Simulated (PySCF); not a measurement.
C7H13N3

The calculation's input:

```
{"job": {"kind": "nmr", "xc": "PBE0", "basis": "pcSseg-1"}, "charge": 0, "multiplicity": 1}
C      0.024301     2.674818     0.018895
C      0.600396     1.306887     0.051719
N      1.905514     1.073600     0.147211
N      2.018611    -0.234694     0.153095
C      3.282379    -0.901464     0.220747
N      0.882300    -0.883907     0.065829
C     -0.052032     0.060064     0.000088
C     -1.510243    -0.241080    -0.106201
C     -1.785911    -1.019456    -1.393781
C     -1.968992    -1.035332     1.117914
H      0.826218     3.404786     0.080552
H     -0.531515     2.830747    -0.905156
H     -0.657360     2.820712     0.856381
H      3.978990    -0.271983     0.770464
H      3.676223    -1.082044    -0.782191
H      3.146002    -1.854979     0.727172
H     -2.051407     0.711072    -0.139645
H     -1.243122    -1.960926    -1.375891
H     -2.849129    -1.225745    -1.492947
H     -1.459730    -0.449019    -2.261343
H     -1.774282    -0.475367     2.030612
H     -3.034898    -1.243565     1.058308
H     -1.427068    -1.976138     1.168247
```

Command:

```sh
OMP_NUM_THREADS=1 python probes_run.py task.json out
```

Geometry: GFN2-xTB.

Method: PBE0/pcSseg-1, SCF density, gas phase, non-relativistic (PySCF).

Predict the electron density and electron localisation function between the atoms.

N–N (1.31 Å): ρ at the midpoint is about 2.7 e/Å³; the ELF peaks at about 0.90 between the atoms, as expected for localised, covalent bonding.
C–N (1.33 Å): ρ at the midpoint is about 2.5 e/Å³; the ELF peaks at about 0.90 between the atoms: localised, covalent bonding.
C–C (1.41 Å): ρ is about 2 e/Å³ halfway; the ELF peaks at about 0.95 between the atoms, as expected for a covalent bond.
C–H (1.09 Å): ρ at the midpoint is about 2 e/Å³; the ELF climbs to about 1 towards the hydrogen, as it does in any bond to H; an ordinary covalent bond to hydrogen.

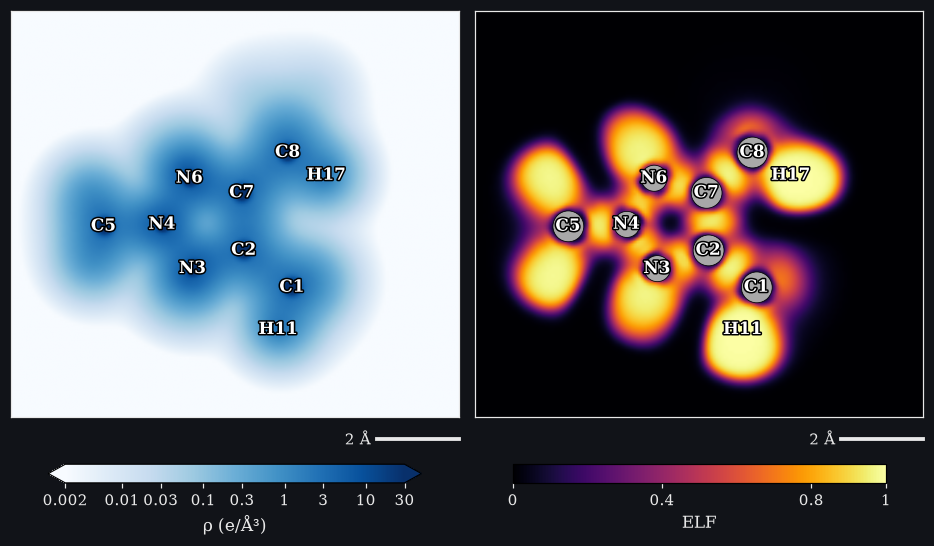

Computed electron density and electron localisation function on the plane of atoms N4, N6 and C7, in this order. Grey discs cover the atomic cores in the ELF map. 
